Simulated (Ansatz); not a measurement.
# La2Ge5As: a closer look at a trial structure

This session takes a relaxed cell of La2Ge5As and sets out to compute bands, density of states and charges.

Method: DFT PBE, scalar-relativistic, plane waves, PAW, in Ansatz 0.2.0.

**1. The starting structure**

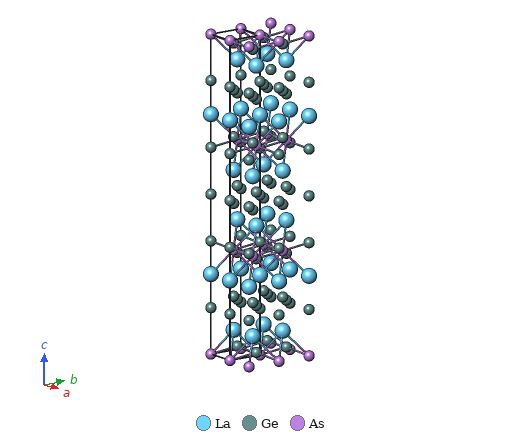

The starting structure, seen slightly off an axis (lanthanum blue, germanium teal, arsenic purple). 2×2×1 cells are drawn. Atoms on the faces are drawn again on the opposite ones. The cell drawn here is the conventional one.

Structure file:

```cif
data_structure
_symmetry_space_group_name_H-M 'P 1'
_symmetry_Int_Tables_number 1
_cell_length_a 10.4847
_cell_length_b 10.4847
_cell_length_c 10.4847
_cell_angle_alpha 25.651
_cell_angle_beta 25.651
_cell_angle_gamma 25.651
_cell_volume 190.17
loop_
_atom_site_label
_atom_site_type_symbol
_atom_site_fract_x
_atom_site_fract_y
_atom_site_fract_z
_atom_site_occupancy
La1 La 0.74997 0.74997 0.74997 1
La2 La 0.25003 0.25003 0.25003 1
Ge1 Ge 0.35363 0.35363 0.35363 1
Ge2 Ge 0.85507 0.85507 0.85507 1
Ge3 Ge 0.14493 0.14493 0.14493 1
Ge4 Ge 0.64637 0.64637 0.64637 1
Ge5 Ge 0.50000 0.50000 0.50000 1
As1 As 0.00000 0.00000 0.00000 1
```

It is the end of an earlier relaxation with the same method, from a database cell with other species swapped in; it needn't be the stable form of this composition. At a tolerance of 0.05 Å it has space group R-3m (No. 166); it has 23.77 Å³/atom, an uncorrected energy of -0.35 eV/atom over the elements.

**2. Static run: bands, density of states and charges**

input.yaml

```yaml
crystal:
  lattice:
    - [2.3274569017, 1.3437578687, 10.1343873472]
    - [-2.3274569017, 1.3437578687, 10.1343873472]
    - [0.0, -2.6875157374, 10.1343873472]
  atoms:
    - { symbol: La, position: [0.7499745339, 0.7499745339, 0.7499745339] }
    - { symbol: La, position: [0.2500254661, 0.2500254661, 0.2500254661] }
    - { symbol: Ge, position: [0.3536322572, 0.3536322572, 0.3536322572] }
    - { symbol: Ge, position: [0.8550685336, 0.8550685336, 0.8550685336] }
    - { symbol: Ge, position: [0.1449314664, 0.1449314664, 0.1449314664] }
    - { symbol: Ge, position: [0.6463677428, 0.6463677428, 0.6463677428] }
    - { symbol: Ge, position: [0.5, 0.5, 0.5] }
    - { symbol: As, position: [0.0, 0.0, 0.0] }
basis:
  ecutwfc: 420
kpoints:
  mp_grid: { grid: [12, 12, 12] }
  band_path:
    path:
      - [[0.0, 0.0, 0.0], [0.5, 0.5, 0.5], [0.82161257, 0.17838743, 0.5]]
      - [[0.5, -0.17838743, 0.17838743], [0.5, 0.0, 0.0], [0.0, 0.0, 0.0], [0.33919371, -0.33919371, 0.0]]
      - [[0.66080629, 0.0, 0.33919371], [0.5, 0.0, 0.5], [0.0, 0.0, 0.0]]
    npoints: 14
hamiltonian:
  xc: pbe
scf:
  occupations: { method: gaussian, width: 0.1 }
  n_extra_bands: 20
output:
  forces: true
  stress: true
  eigenvalues: true
  populations: true
  dos: { projected: true, de: 0.02, nscf_kmesh: { grid: [15, 15, 15] } }
  bader: true
  write_density: true
  write_potential: true
  elf: true
  volumetric_format: npy
```

On the command line:

```bash
ansatz run input.yaml --threads 1 --pin off --max-ram 2560MiB --backend cpu --events-out ev --progress --plain --runs-dir out
```

What it wrote:

```text
Warning: RAYON_NUM_THREADS=1 ignored (pool sized by the plan → 1); use --threads N
basis.fft_grid_basis auto: the FFT boxes are laid along the combinations [[1, -1, 0], [0, 1, 0], [0, -1, 1]] of the cell's own vectors, 4.655, 10.485 and 4.655 Å long. The dense box has 32×72×32 points. Along the cell's own vectors, as sized, it would have 72×72×72, 5.06 times as many. Of the 12 symmetry operations that the crystal satisfies within crystal.symmetry.tolerance (time reversal apart; of a slab, those that keep its plane) the dense box along the cell's own vectors carries 12, and the one as laid loses 8 of those. basis.fft_grid_basis: typed keeps the cell's own vectors: state it where this run's energies or levels are differenced outside the engine with another run's, or held beside a run that keeps those vectors. Those combinations have planes normal to reciprocal vector 3, as the cell's own vectors have. Each planar average written beside output.write_density, output.write_potential has a row for each plane of the box: 32. The volumetric files lie along those combinations, not along the cell's own vectors: a cube or XSF file states them, and fields.json those of NumPy files.
La: projections on atomic orbitals take those of the free atom [Kr 4d10] 4f0 5s2 5p6 5d1 6s2, of charge +0.00 (hamiltonian.pseudopotentials.projection_atoms); the dataset's partial waves leave at most 1.9e-5 of an orbital's norm unspanned inside its sphere
scf.n_extra_bands = 20 over 54 filled bands (N_el = 107.0): the run solves 74 bands
Engine: ansatz 0.2.0, aarch64-unknown-linux-gnu
Pseudopotentials: kind: paw
Pseudopotential: La, paw, valence charge 11, recommended cutoff 420 eV (normal), La.paw.azcp
Pseudopotential: Ge, paw, valence charge 14, recommended cutoff 420 eV (normal), Ge.paw.azcp
Pseudopotential: As, paw, valence charge 15, recommended cutoff 420 eV (normal), As.paw.azcp
Functional definition: PBE
  parameter kappa = 0.804
  parameter beta = 0.06672455060314922
  exchange = pbe_x(kappa = kappa, mu = beta*pi^2/3)
  correlation = pbe_c(beta = beta)
Crystal: 8 atoms, lattice volume = 190.174 Å³
Basis set: ecut = 420 eV, 3723 PW (Γ), FFT grids on a1−a2, a2, −a2+a3, exchange–correlation on 64×144×64 points (8 copies of the dense FFT grid, shifted against one another)
Bands: 74, of which v1, the nominal top of the filled ones, is band 54 counted from 1 (53 counted from 0)
Symmetry: 12 space group operations
Space group: R-3m (ITA 166), of the structure as read, at distance tolerance 5.8e-5 Å
k-points: 189 of 1728
Non-local potential: La, projectors of the file, l = 0: 3, l = 1: 2, l = 2: 2, l = 3: 3
Non-local potential: Ge, projectors of the file, l = 0: 2, l = 1: 2, l = 2: 3, l = 3: 1
Non-local potential: As, projectors of the file, l = 0: 2, l = 1: 2, l = 2: 3, l = 3: 1
PAW form: soft (Blöchl's): semilocal exchange-correlation on the pseudo side does not see the compensation charge
PAW one-centre angular grid: La, 590 points (default); XC on 64 Gauss nodes
PAW one-centre angular grid: Ge, 590 points (default); XC on 64 Gauss nodes
PAW one-centre angular grid: As, 590 points (default); XC on 64 Gauss nodes
Initial density: superposition of atomic densities (neutral atoms: chi_scale 0, normalization atom), corrected by the library's trained network
Initial wavefunctions: pseudopotential atomic-orbital guess
Functional: x = pbe(κ = 0.804, μ = 0.2195149727645171), c = pbe(β = 0.06672455060314922)
SCF iter   1: F=—  HF=-38834.034378 eV  |F-HF|=—  |Δ(HF+E_count)|=         —  Δρ=3.22e-3  dr2=6.15e-2  ethr=1.77e-3  ⟨swp⟩=5.8  Hψ=49616  notcnv=0  defer=6
preconditioner: auto → Kerker (q_TF=auto, 2.479 Å⁻¹)  [metal: Δε(μ)=0.009 eV  Ē_g=18.675 eV  σ=0.100 eV  W_gap=0.05  n_scr=42 (ndim 8)  ℏωp=26.0 eV  f_vac=0.000  D(μ)=3.99/eV (n_scr^D=30)]
SCF iter   2: F=—  HF=-38834.024323 eV  |F-HF|=—  |Δ(HF+E_count)|=   1.01e-2  Δρ=1.94e-3  dr2=2.39e-2  ethr=5.75e-5  ⟨swp⟩=1.2  Hψ=16336  notcnv=0  defer=866
SCF iter   3: F=—  HF=-38834.020960 eV  |F-HF|=—  |Δ(HF+E_count)|=   3.36e-3  Δρ=7.33e-4  dr2=1.29e-3  ethr=2.23e-5  ⟨swp⟩=2.0  Hψ=19261  notcnv=0  defer=866
SCF iter   4: F=—  HF=-38834.020190 eV  |F-HF|=—  |Δ(HF+E_count)|=   7.70e-4  Δρ=2.70e-4  dr2=2.68e-4  ethr=1.21e-6  ⟨swp⟩=2.0  Hψ=20425  notcnv=0  defer=866
SCF iter   5: F=—  HF=-38834.020135 eV  |F-HF|=—  |Δ(HF+E_count)|=   5.53e-5  Δρ=1.02e-4  dr2=5.44e-5  ethr=2.50e-7  ⟨swp⟩=2.0  Hψ=19580  notcnv=0  defer=866
SCF iter   6: F=—  HF=-38834.020241 eV  |F-HF|=—  |Δ(HF+E_count)|=   1.06e-4  Δρ=3.70e-5  dr2=5.06e-6  ethr=5.09e-8  ⟨swp⟩=2.0  Hψ=23104  notcnv=0  defer=410
SCF iter   7: F=—  HF=-38834.020240 eV  |F-HF|=—  |Δ(HF+E_count)|=   1.34e-6  Δρ=1.78e-5  dr2=9.12e-7  ethr=4.73e-9  ⟨swp⟩=2.0  Hψ=21773  notcnv=0  defer=299
SCF iter   8: F=—  HF=-38834.020239 eV  |F-HF|=—  |Δ(HF+E_count)|=   1.70e-7  Δρ=8.44e-6  dr2=2.11e-7  ethr=8.52e-10  ⟨swp⟩=2.7  Hψ=21965  notcnv=0  defer=274
SCF iter   9: F=-38834.020239 eV  HF=-38834.020239 eV  |F-HF|=1.52e-8  |Δ(HF+E_count)|=   3.49e-8  Δρ=2.73e-6  dr2=1.53e-8  ethr=9.35e-11  ⟨swp⟩=12.4  Hψ=97123  notcnv=0
SCF 1 converged in 9 iterations: F = -38834.020239 eV  dr2 = 1.53e-8
NSCF: frozen V_eff on 101 k-points
NSCF: frozen V_eff on 344 k-points
SCF converged after 9 iterations
Free energy (F): -38834.020239 eV
Harris-Foulkes:  -38834.020239 eV  (|F-HF|=1.52e-8)
Internal energy: -38833.999087 eV  (E = F + TS)
E sigma→0 (E₀):  -38834.009663 eV
Entropy (-TS):   -0.021152 eV (-2.644 meV/atom)
Fermi energy:    11.029478 eV
--- Per-component energies (eV) ---
  E_band       = -886.636932
  E_kinetic    = 1038.598215
  E_local      = -14901.788514  (includes V_loc(G=0)·N_el)
  E_nonlocal   = 1603.498234
  E_hartree    = 6754.451257
  E_xc         = -736.176157
  E_vxc        = -697.626877  (∫ρ·V_xc dr)
  E_paw        = -22756.105912  (= ΣΔE_a)
  E_vpaw       = -1438.215453  (= ΣTr[D̂ρ^β])
  E_aug_tail   = 0.001673  (compensation charges beyond the density's cutoff)
  E_ewald      = -9836.477884
  E_smearing   = -0.021152  (= −TS)
  E_closure    = -0.000000  (closes the sum)
  Σ components = -38834.020239   (vs F -38834.020239, Δ=0.00e0)
--- Forces (eV/Å), atoms counted from 1 ---
  atom   1  La     0.00000000     0.00000000     0.00223868
  atom   2  La     0.00000000     0.00000000    -0.00223868
  atom   3  Ge    -0.00000000     0.00000000     0.00046796
  atom   4  Ge    -0.00000000     0.00000000    -0.00224108
  atom   5  Ge     0.00000000     0.00000000     0.00224108
  atom   6  Ge     0.00000000     0.00000000    -0.00046796
  atom   7  Ge     0.00000000     0.00000000     0.00000000
  atom   8  As     0.00000000     0.00000000     0.00000000
  max |Σ_I F_I| component: 9.76e-19 eV/Å
--- Stress (GPa, compression-positive) ---
       -0.011223       0.000000       0.000000
        0.000000      -0.011223       0.000000
        0.000000       0.000000       0.031827
  P = ⅓ Tr σ = 0.0031 GPa (0.031 kbar)
--- Band table (eV; the first three rows and the last of 189) ---
  k-point 0: bands = ["-25.0617", "-25.0617", "-24.9911", "-24.9911", "-24.9696", "-21.9761", "-21.9745", "-13.6165", "-13.6165", "-13.5651", "-13.5651", "-13.5380", "-13.4955", "-13.4955", "-13.4895", "-13.4895", "-13.4548", "-13.4548", "-13.4377", "-13.4377", "-13.3971", "-13.3971", "-13.3742", "-13.3742", "-13.3720", "-13.3661", "-13.3661", "-13.3609", "-13.3570", "-13.3528", "-13.3528", "-13.3386", "-5.9560", "-5.7525", "-5.6440", "-5.6440", "-5.6370", "-5.6370", "-1.8825", "-0.5096", "3.8461", "4.7901", "4.8027", "6.8013", "7.5431", "7.5431", "8.2804", "8.4089", "8.4089", "8.5760", "8.6587", "8.6587", "9.2746", "9.2746", "9.9585", "11.0749", "11.7331", "11.7331", "11.9131", "12.0365", "12.0365", "12.3631", "12.6639", "12.6639", "12.6670", "12.6670", "12.7129", "12.8505", "12.8513", "12.9277", "12.9277", "12.9393", "13.0764", "13.0764"]
  k-point 1: bands = ["-25.0617", "-25.0616", "-24.9911", "-24.9911", "-24.9695", "-21.9754", "-21.9739", "-13.6179", "-13.6172", "-13.5644", "-13.5642", "-13.5396", "-13.4979", "-13.4973", "-13.4868", "-13.4863", "-13.4547", "-13.4537", "-13.4369", "-13.4363", "-13.3979", "-13.3974", "-13.3764", "-13.3743", "-13.3710", "-13.3672", "-13.3667", "-13.3595", "-13.3556", "-13.3536", "-13.3527", "-13.3384", "-5.9462", "-5.7508", "-5.6577", "-5.6524", "-5.6468", "-5.6399", "-1.8252", "-0.4587", "3.8737", "4.5026", "4.6810", "6.3451", "7.2862", "7.5125", "8.0771", "8.1308", "8.3581", "8.4317", "9.0793", "9.3427", "9.5731", "9.9103", "10.2598", "10.7785", "11.5161", "11.8312", "12.0330", "12.0993", "12.3291", "12.4282", "12.5876", "12.6426", "12.6588", "12.6693", "12.7104", "12.8476", "12.8613", "12.9317", "12.9338", "12.9491", "13.0954", "13.0958"]
  k-point 2: bands = ["-25.0617", "-25.0616", "-24.9911", "-24.9911", "-24.9695", "-21.9737", "-21.9723", "-13.6216", "-13.6193", "-13.5623", "-13.5619", "-13.5433", "-13.5011", "-13.5000", "-13.4818", "-13.4811", "-13.4558", "-13.4521", "-13.4334", "-13.4313", "-13.4000", "-13.3984", "-13.3813", "-13.3746", "-13.3706", "-13.3684", "-13.3684", "-13.3572", "-13.3562", "-13.3524", "-13.3515", "-13.3380", "-5.9188", "-5.7469", "-5.6949", "-5.6934", "-5.6543", "-5.6480", "-1.6587", "-0.3035", "3.7678", "3.9536", "4.3919", "5.5277", "6.8582", "7.2135", "7.6318", "8.0709", "8.5992", "8.9018", "9.7684", "9.8564", "10.1370", "10.3005", "10.8981", "11.1441", "11.2837", "12.0034", "12.0786", "12.2673", "12.4261", "12.5750", "12.6441", "12.6698", "12.6765", "12.7081", "12.7175", "12.8368", "12.8981", "12.9480", "12.9519", "12.9932", "13.1658", "13.1818"]
  k-point 188: bands = ["-25.0617", "-25.0617", "-24.9911", "-24.9911", "-24.9696", "-21.9753", "-21.9752", "-13.6165", "-13.6165", "-13.5651", "-13.5651", "-13.5380", "-13.4955", "-13.4955", "-13.4895", "-13.4895", "-13.4548", "-13.4548", "-13.4377", "-13.4377", "-13.3971", "-13.3971", "-13.3742", "-13.3742", "-13.3719", "-13.3661", "-13.3661", "-13.3610", "-13.3570", "-13.3528", "-13.3528", "-13.3386", "-5.8708", "-5.8459", "-5.6407", "-5.6407", "-5.6403", "-5.6403", "-1.8151", "-0.5957", "4.2616", "4.2843", "4.8183", "6.7778", "7.5595", "7.5595", "8.5247", "8.5247", "8.7580", "8.7580", "8.8499", "8.8661", "8.8661", "9.1321", "9.5505", "9.9016", "11.8370", "12.1896", "12.3567", "12.3567", "12.4178", "12.4178", "12.5093", "12.5093", "12.5364", "12.5364", "12.8509", "12.8509", "12.8667", "12.8676", "13.0639", "13.0639", "13.1777", "13.1777"]
--- Löwdin populations: 8 sites ---
  site symbol       q [e]
     0     La     10.6283
     1     La     10.6283
     2     Ge     14.1284
     3     Ge     14.1187
     4     Ge     14.1187
     5     Ge     14.1284
     6     Ge     14.0509
     7     As     14.9618
  spilling = 0.002211 (of n_electrons = 107.000000)
--- Bader charges: 8 sites ---
  site symbol  charge [e]  shift [e]
     0     La      1.4190     0.0000
     1     La      1.4190     0.0000
     2     Ge     -0.4491     0.0000
     3     Ge     -0.5729     0.0000
     4     Ge     -0.5729     0.0000
     5     Ge     -0.4491     0.0000
     6     Ge     -0.2885     0.0000
     7     As     -0.5057     0.0000
  estimated error of the sums over rays = 8.6e-4 e
```

It took 9.6 min on 1 thread of Arm Neoverse V1, shared host; peak memory 2.1 GiB.

Site by site:

```
atom  Löwdin electrons  Bader charge (e)  Bader volume (Å³)
 La1             10.63             +1.42               24.7
 La2             10.63             +1.42               24.7
 Ge3             14.13             -0.45               23.0
 Ge4             14.12             -0.57               23.9
 Ge5             14.12             -0.57               23.9
 Ge6             14.13             -0.45               23.0
 Ge7             14.05             -0.29               22.9
 As8             14.96             -0.51               24.1
```

The Löwdin counts miss 0.24 of the 107 electrons, which the atomic orbitals do not span, so they are no charges.

bands.tsv at the labelled points (eV, zero at the Fermi level; the bands nearest the Fermi level):

```
point  band 51  band 52  band 53  band 54  band 55  band 56  band 57  band 58
    Γ    -2.37    -2.37    -1.75    -1.75    -1.07     0.04     0.70     0.70
    T    -2.18    -2.16    -2.16    -1.90    -1.48    -1.13     0.81     1.16
   H2    -0.75    -0.39    -0.22     0.05     0.58     0.68     1.30     1.38
   H0    -0.75    -0.39    -0.22     0.05     0.58     0.68     1.30     1.38
    L    -1.43    -1.20     0.68     0.75     1.34     1.36     1.55     1.57
    Γ    -2.37    -2.37    -1.75    -1.75    -1.07     0.04     0.70     0.70
   S0    -0.73    -0.39    -0.22     0.15     0.48     0.67     1.25     1.47
   S2    -0.73    -0.39    -0.22     0.15     0.48     0.67     1.25     1.47
    F    -1.20    -0.01     0.26     0.89     1.07     1.39     1.55     1.59
    Γ    -2.37    -2.37    -1.75    -1.75    -1.07     0.04     0.70     0.70
```

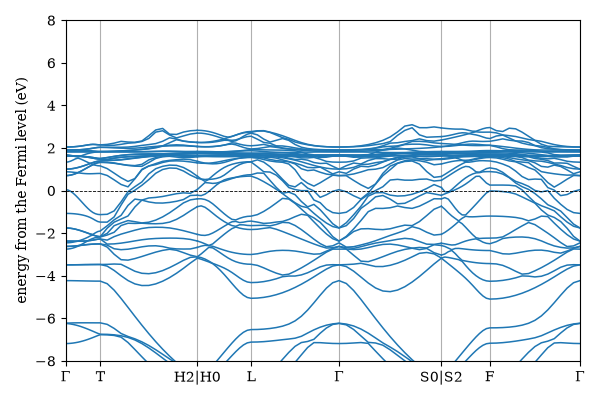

Bands along the path. Deeper bands lie below the window drawn.

Counts of states by energy window (eV from the Fermi level), total and by projection:

```csv
from,to,total,La 5d,La 4f,Ge 4s,Ge 4p,As 4p
-8,-7,2.80,0.24,0.01,1.73,0.43,0.14
-7,-6,1.65,0.11,0.01,1.12,0.24,0.04
-6,-5,0.28,0.01,0.00,0.17,0.08,0.01
-5,-4,2.12,0.13,0.01,0.17,1.11,0.58
-4,-3,3.57,0.30,0.03,0.25,1.97,0.78
-3,-2,4.48,0.84,0.04,0.38,2.41,0.56
-2,-1,4.88,1.18,0.11,0.27,2.67,0.33
-1,0,3.90,0.90,0.24,0.31,1.93,0.31
0,1,4.82,1.29,0.79,0.32,1.84,0.26
1,2,26.43,2.55,21.32,0.39,1.19,0.42
```

The solved bands begin to run out at 2.0 eV, so nothing above is shown.

Below -8 eV lie 83 or so more states.

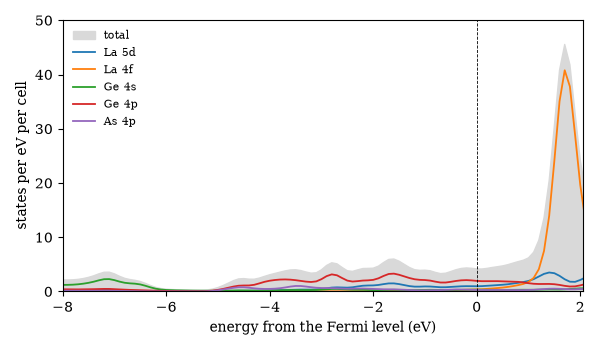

Total and projected density of states, smoothed over about 0.40 eV.

The maps below are laid out on this run's own conventional cell (a, b, c = 4.655, 4.655, 30.403 Å).

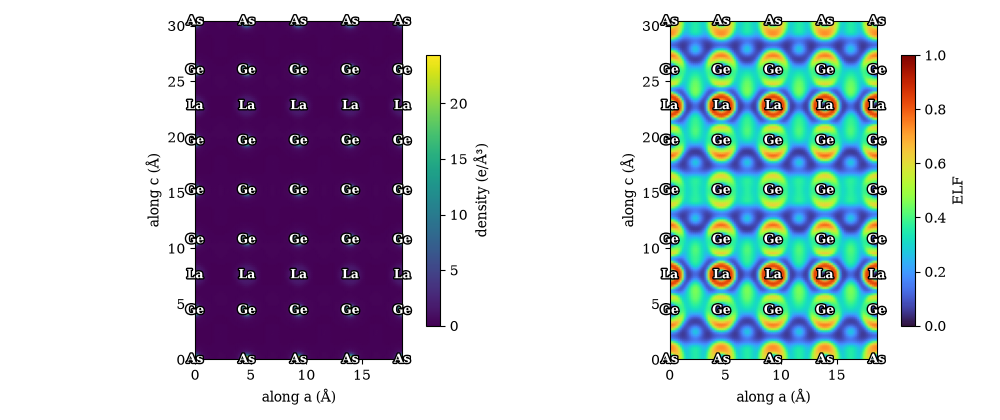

Density (left) and ELF (right) in a lattice plane of the grid's cell (edges 4.65 and 30.40 Å, at 0.000 of the third edge), which holds La and Ge and As. Only atoms in the plane are labelled; the density scale stops at 24.34 e/Å³. Both are smooth fields of the valence electrons: close to the nuclei they are not physical.

Outside the cores ELF peaks at 0.78 beside Ge, off the lines to its neighbours, 1.3 Å from Ge; 0.73 beside As, off the lines to its neighbours, 1.2 Å from As; 0.63 on the Ge–La line, 1.2 Å from Ge.

**3. What came out**

| quantity | value |
| --- | --- |
| gap | none (metal) |
| states at the Fermi level | 3.82 per eV per cell |
| Bader charges | La +1.42, Ge -0.57 to -0.29, As -0.51 e |

What this shows: Bands cross the Fermi level: a metal at this level of theory. Of the projected weight within 0.25 eV of the Fermi level, the largest part is Ge 4p (48 %) and La 5d (24 %). Charge transfer between the atoms is strong (Bader charges up to 1.4 e). These runs have no spin-orbit coupling; with La it would split and shift bands.
